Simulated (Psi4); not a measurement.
# C2F2 (SMILES FC#CF) at BHLYP/cc-pVTZ

What is the vertical singlet–triplet gap of C2F2 at BHLYP/cc-pVTZ? The job is set up through a QCSchema input.

The results are computed with Psi4 1.11.

1 further run of the same task is left out (set aside as unsound or not needed).

## Step 1: The structure to begin with

The species is C2F2 (4 atoms), meant as a singlet with charge 0. SMILES: `FC#CF`. The shape is that of a PBE0-D4/def2-TZVP optimisation.

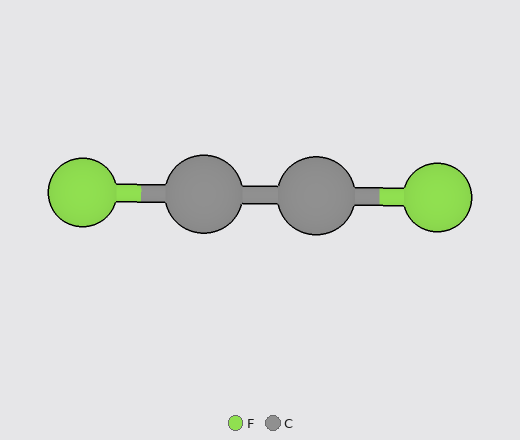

Viewed from a chosen angle; fluorine green, carbon grey.

## Step 2: A single-point energy at BHLYP/cc-pVTZ

The input, job.json:

```json
{
  "schema_name": "qcschema_input",
  "schema_version": 1,
  "molecule": {
    "schema_name": "qcschema_molecule",
    "schema_version": 2,
    "symbols": ["F", "C", "C", "F"],
    "geometry": [-0.25775864, 0.24188494, 3.50128456, -0.06368377, 0.05706973, 1.10208828, 0.11602918, -0.11413946, -1.12136348, 0.31010406, -0.29895467, -3.52055977],
    "molecular_charge": 0,
    "molecular_multiplicity": 1,
    "fix_symmetry": "c1"
  },
  "driver": "energy",
  "model": {
    "method": "bhhlyp",
    "basis": "cc-pVTZ"
  },
  "keywords": {
    "reference": "rks",
    "puream": true,
    "e_convergence": 1e-09,
    "d_convergence": 1e-08,
    "scf_type": "pk",
    "dft_radial_points": 99,
    "dft_spherical_points": 590,
    "scf_properties": ["LOWDIN_CHARGES", "MULLIKEN_CHARGES", "WIBERG_LOWDIN_INDICES"]
  }
}
```

Command:

```sh
psi4 --qcschema job.json -n 1 --memory 1600MB
```

stdout:

```text
[...]
  Running in c1 symmetry.
[...]
  Nuclear repulsion =   95.510997052494545
[...]
  Multiplicity = 1
[...]
  Nalpha       = 15
  Nbeta        = 15
[...]
    Number of basis functions: 120
[...]
   @RKS iter   1:  -275.66882221554033   -3.33914e-01   3.40482e-03 ADIIS/DIIS
[...]
   @RKS iter   9:  -275.73195325073652   -6.36646e-12   2.24812e-09 DIIS
[...]
    Orbital Energies [Eh]
    ---------------------
    Doubly Occupied:
       1A    -25.389870     2A    -25.389868     3A    -10.692963
       4A    -10.689623     5A     -1.464041     6A     -1.462491
       7A     -0.907416     8A     -0.745711     9A     -0.711214
      10A     -0.633030    11A     -0.633030    12A     -0.612444
      13A     -0.612444    14A     -0.350036    15A     -0.350036
[...]
  @RKS Final Energy:  -275.73195325073652
   => Energetics <=
    Nuclear Repulsion Energy =             95.5109970524945453
    One-Electron Energy =                -569.3938141426366428
    Two-Electron Energy =                 214.5498990551497229
    DFT Exchange-Correlation Energy =     -16.3990352157441741
    Empirical Dispersion Energy =           0.0000000000000000
    VV10 Nonlocal Energy =                  0.0000000000000000
    Total Energy =                       -275.7319532507365807
[...]
 Multipole Moments:
 ------------------------------------------------------------------------------------
     Multipole            Electronic (a.u.)      Nuclear  (a.u.)        Total (a.u.)
 ------------------------------------------------------------------------------------
 L = 1.  Multiply by 2.5417464519 to convert [e a0] to [Debye]
 Dipole X            :          0.0000000           -0.0000000           -0.0000000
 Dipole Y            :          0.0000000           -0.0000000           -0.0000000
 Dipole Z            :          0.0000000            0.0000000            0.0000000
 Magnitude           :                                                    0.0000000
[...]
  Mulliken Charges: (a.u.)
   Center  Symbol    Alpha    Beta     Spin     Total
       1     F     4.54888  4.54888  0.00000 -0.09776
       2     C     2.95112  2.95112  0.00000  0.09776
       3     C     2.95112  2.95112  0.00000  0.09776
       4     F     4.54888  4.54888  0.00000 -0.09776
   Total alpha = 15.00000, Total beta = 15.00000, Total charge =  0.00000
  Lowdin Charges: (a.u.)
   Center  Symbol    Alpha    Beta     Spin     Total
       1     F     4.33465  4.33465  0.00000  0.33070
       2     C     3.16535  3.16535  0.00000 -0.33070
[...]
```

The result, in JSON:

```text
{
 "driver": "energy",
 "model": {
  "method": "bhhlyp",
  "basis": "cc-pVTZ"
 },
 "success": true,
 "return_result": -275.7319532507365,
 "properties": {
  "calcinfo_nbasis": 120,
  "calcinfo_nmo": 120,
  "calcinfo_nalpha": 15,
  "calcinfo_nbeta": 15,
  "calcinfo_natom": 4,
  "nuclear_repulsion_energy": 95.51099705249455,
  "return_energy": -275.7319532507365,
  "scf_one_electron_energy": -569.3938141426366,
  "scf_two_electron_energy": 214.54989905514972,
  "scf_xc_energy": -16.399035215744174,
  "scf_dipole_moment": [-1.2866048645313738e-10, -1.4400464796852398e-10, 8.124171113621514e-09],
  "scf_total_energy": -275.7319532507365,
  "scf_iterations": 9
 }
}
```

It took 13 s on 1 thread of Intel Xeon 6975P-C (Granite Rapids), shared host; peak memory 0.74 GiB.

## Step 3: The triplet: energy and forces at UBHLYP/cc-pVTZ

The input, c2f2.json:

```json
{
 "schema_name": "qcschema_input",
 "schema_version": 1,
 "molecule": {
  "schema_name": "qcschema_molecule",
  "schema_version": 2,
  "symbols": ["F", "C", "C", "F"],
  "geometry": [-0.25775864, 0.24188494, 3.50128456, -0.06368377, 0.05706973, 1.10208828, 0.11602918, -0.11413946, -1.12136348, 0.31010406, -0.29895467, -3.52055977],
  "molecular_charge": 0,
  "molecular_multiplicity": 3,
  "fix_symmetry": "c1"
 },
 "driver": "gradient",
 "model": {
  "method": "bhhlyp",
  "basis": "cc-pVTZ"
 },
 "keywords": {
  "reference": "uks",
  "puream": true,
  "e_convergence": 1e-09,
  "d_convergence": 1e-08,
  "scf_type": "pk",
  "dft_radial_points": 99,
  "dft_spherical_points": 590,
  "maxiter": 100
 }
}
```

Command:

```sh
psi4 --qcschema c2f2.json -n 1 --memory 1600MB
```

stdout:

```text
[...]
  Running in c1 symmetry.
[...]
  Nuclear repulsion =   95.510997052494545
[...]
  Multiplicity = 3
[...]
  Nalpha       = 16
  Nbeta        = 14
[...]
    Number of basis functions: 120
[...]
   @UKS iter   1:  -275.42334294594093   -8.84350e-02   3.03547e-03 ADIIS/DIIS
[...]
   @UKS iter  11:  -275.48520799711775   -1.13118e-11   5.90137e-09 DIIS
[...]
   @S^2 Observed:                2.006248059E+00
[...]
    Orbital Energies [Eh]
    ---------------------
    Alpha Occupied:
       1A    -25.384158     2A    -25.384157     3A    -10.736295
       4A    -10.732926     5A     -1.476841     6A     -1.475122
       7A     -0.990223     8A     -0.767495     9A     -0.734154
      10A     -0.655844    11A     -0.639632    12A     -0.623420
      13A     -0.612029    14A     -0.420881    15A     -0.390130
      16A     -0.105581
    Alpha Virtual:
      17A      0.071374    18A      0.078046    19A      0.096413
      20A      0.267139    21A      0.281460    22A      0.294251
      23A      0.368711    24A      0.386936    25A      0.397381
[...]
  @UKS Final Energy:  -275.48520799711775
   => Energetics <=
    Nuclear Repulsion Energy =             95.5109970524945453
    One-Electron Energy =                -568.8820767487297871
    Two-Electron Energy =                 214.2937225408626318
    DFT Exchange-Correlation Energy =     -16.4078508417451445
    Empirical Dispersion Energy =           0.0000000000000000
    VV10 Nonlocal Energy =                  0.0000000000000000
    Total Energy =                       -275.4852079971177545
[...]
 Multipole Moments:
 ------------------------------------------------------------------------------------
     Multipole            Electronic (a.u.)      Nuclear  (a.u.)        Total (a.u.)
 ------------------------------------------------------------------------------------
 L = 1.  Multiply by 2.5417464519 to convert [e a0] to [Debye]
 Dipole X            :          0.0000000           -0.0000000            0.0000000
 Dipole Y            :          0.0000000           -0.0000000            0.0000000
 Dipole Z            :         -0.0000028            0.0000000           -0.0000028
 Magnitude           :                                                    0.0000028
[...]
  -Total Gradient:
     Atom            X                  Y                   Z
    ------   -----------------  -----------------  -----------------
       1       -0.000003941697    -0.000001243733    -0.080032447101
       2       -0.000004730052    -0.000001883373    -0.173673797003
       3        0.000004732034     0.000001890940     0.173674290188
       4        0.000003939716     0.000001236166     0.080031953916
[...]
```

The result, in JSON:

```text
{
 "driver": "gradient",
 "model": {
  "method": "bhhlyp",
  "basis": "cc-pVTZ"
 },
 "success": true,
 "return_result": [-3.941697476159864e-06, -1.2437326911400202e-06, -0.08003244710137236, -4.730052456479409e-06, -1.8833729603257555e-06, -0.17367379700254504, 4.7320343342227426e-06, 1.8909401330356798e-06, 0.173674290188144, 3.939715634925745e-06, 1.236165502474034e-06, 0.0800319539160462],
 "properties": {
  "calcinfo_nbasis": 120,
  "calcinfo_nmo": 120,
  "calcinfo_nalpha": 16,
  "calcinfo_nbeta": 14,
  "calcinfo_natom": 4,
  "nuclear_repulsion_energy": 95.51099705249455,
  "return_energy": -275.48520799711775,
  "return_gradient": [-3.941697476159864e-06, -1.2437326911400202e-06, -0.08003244710137236, -4.730052456479409e-06, -1.8833729603257555e-06, -0.17367379700254504, 4.7320343342227426e-06, 1.8909401330356798e-06, 0.173674290188144, 3.939715634925745e-06, 1.236165502474034e-06, 0.0800319539160462],
  "scf_one_electron_energy": -568.8820767487298,
  "scf_two_electron_energy": 214.29372254086263,
  "scf_xc_energy": -16.407850841745145,
  "scf_dipole_moment": [7.771416672905655e-09, 2.7159065944221914e-08, -2.75569035468326e-06],
  "scf_total_energy": -275.48520799711775,
  "scf_total_gradient": [-3.941697476159864e-06, -1.2437326911400202e-06, -0.08003244710137236, -4.730052456479409e-06, -1.8833729603257555e-06, -0.17367379700254504, 4.7320343342227426e-06, 1.8909401330356798e-06, 0.173674290188144, 3.939715634925745e-06, 1.236165502474034e-06, 0.0800319539160462],
  "scf_iterations": 11
 }
}
```

It took 29 s on 1 thread of Intel Xeon 6975P-C (Granite Rapids), shared host; peak memory 0.74 GiB.

## Step 4: Summary of results

Level: BHLYP/cc-pVTZ.

```
                                        quantity          value
                           singlet: total energy  -275.73195 Eh
                          singlet: dipole moment         0.00 D
                            singlet: HOMO energy       -9.52 eV
                            singlet: LUMO energy        2.38 eV
                          singlet: HOMO–LUMO gap       11.90 eV
                           triplet: total energy  -275.48521 Eh
                          triplet: dipole moment         0.00 D
     triplet: HOMO energy (highest over α and β)       -2.87 eV
                                   triplet: ⟨S²⟩          2.006
               triplet: largest force on an atom     8.931 eV/Å
vertical energy of the triplet above the singlet       6.714 eV
```

What this shows: At this shape the triplet lies 6.71 eV (648 kJ/mol) above the singlet. Mulliken charges (singlet) run from -0.10 on F1 to +0.10 on C2.
